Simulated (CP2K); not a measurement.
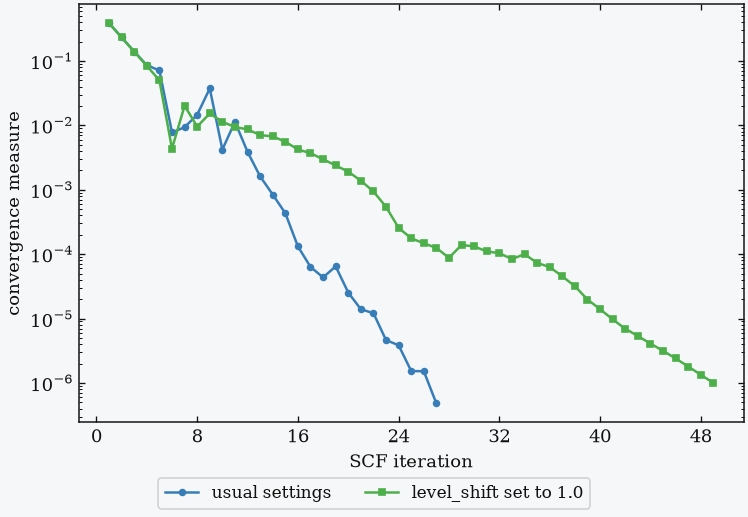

Two SCF runs that differ in one setting.
The run: C4H5 (SMILES CC1[C]=C1), multiplicity 2, by UHF PM6 (CP2K 2026.2).

Q: How did each SCF end?

A: “usual settings” converged in 27 iterations. “level_shift set to 1.0” converged in 49 iterations. A level shift pushes the empty orbitals up, which shortens each step: safer, but slower. Both end at the same energy within 1 meV.
